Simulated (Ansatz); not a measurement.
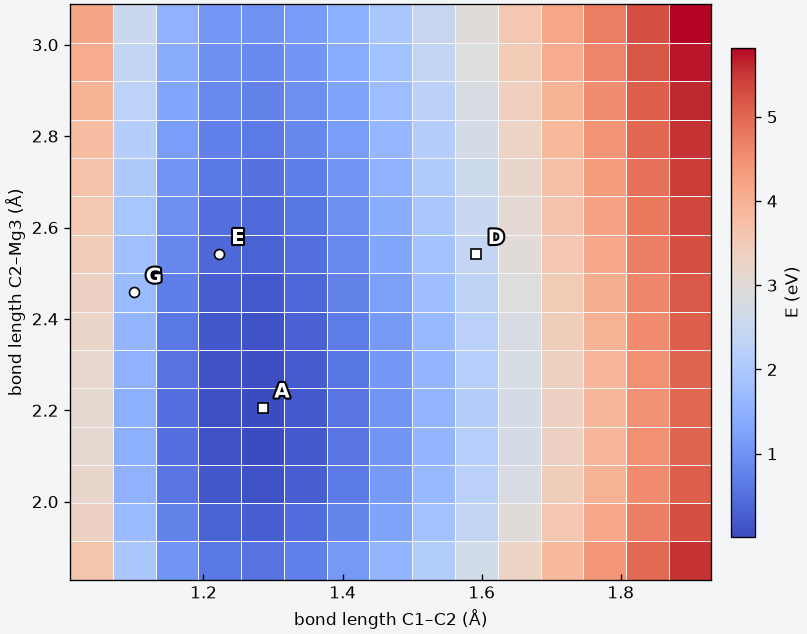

C2H2ClMg, SMILES C=[C+][Mg][Cl], charge +1. First axis: bond length C1–C2. Second axis: bond length C2–Mg3. Nothing is relaxed (all other coordinates rigid). Grid: 15 × 15 points. Points are written as (first, second). All energies are given in eV relative to the relaxed molecule at the same level. The reference is spin-restricted, which grows unreliable where a bond is stretched far. Method: Ansatz 0.2.0, RKS PBE0-D4/def2-TZVP.

Drawn: one coloured cell a grid point, lettered points.

What kind of point is each of A, D, G: minimum, saddle, maximum or slope?

A: minimum; D: on a slope; G: on a slope. (In these two coordinates alone; a stationary point may lie a little off the grid point.)

Rank the lettered points by energy, lowest first.

A (0.015 eV), E (0.39 eV), G (1.68 eV), D (2.40 eV).
